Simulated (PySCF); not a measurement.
```xyz
8

Si   -0.9853   -0.2555    0.9909
Cl   -1.0006   -1.7839    2.3562
Cl   -2.6681    0.8610    1.3325
Se    0.9175    0.9811    1.1322
Si    1.0192    0.2345   -1.0119
Cl    1.0366    1.7614   -2.3779
Cl    2.7021   -0.8827   -1.3523
Se   -0.8831   -1.0015   -1.1533
```

Geometry: PBE0-D3(BJ)/def2-SVP.

These are results of B3LYP/def2-SVPD, SCF density, gas phase (PySCF), not measurements.

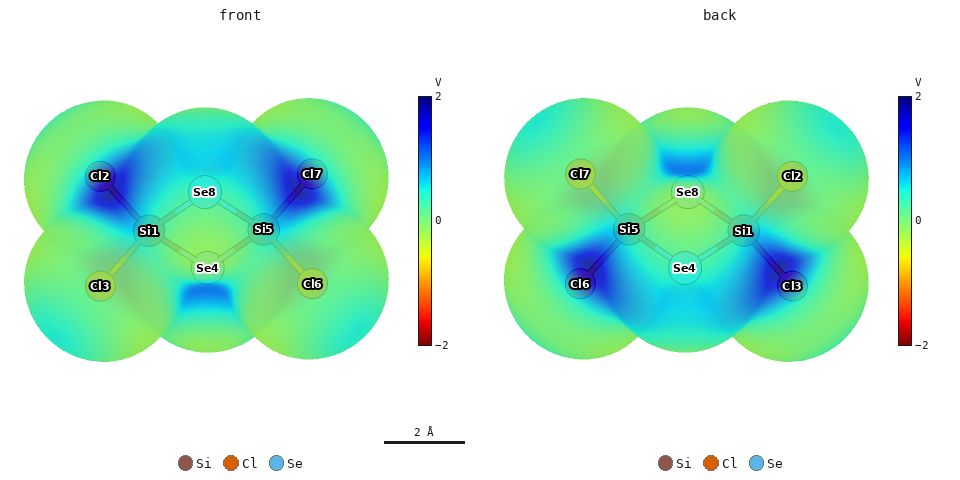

Cl₄Se₂Si₂. The electrostatic potential painted on the density surface at 0.002 e/bohr³, seen from the front and from behind; the colour scale runs from red (negative) to blue (positive).

Describe the electrostatic potential map.

Answer. The most negative region (about −0.2 V) lies over the Cl and Se atoms, the most positive (about +1.7 V) over Si1 and Si5. Cl2 shows a σ-hole: about +0.5 V at the tip opposite its bond, against about −0.1 V on its flanks. Cl3 shows a σ-hole: about +0.5 V at the tip opposite its bond, against about −0.1 V on its flanks. Cl6 shows a σ-hole: about +0.5 V at the tip opposite its bond, against about −0.1 V on its flanks. Cl7 shows a σ-hole: about +0.5 V at the tip opposite its bond, against about −0.1 V on its flanks.
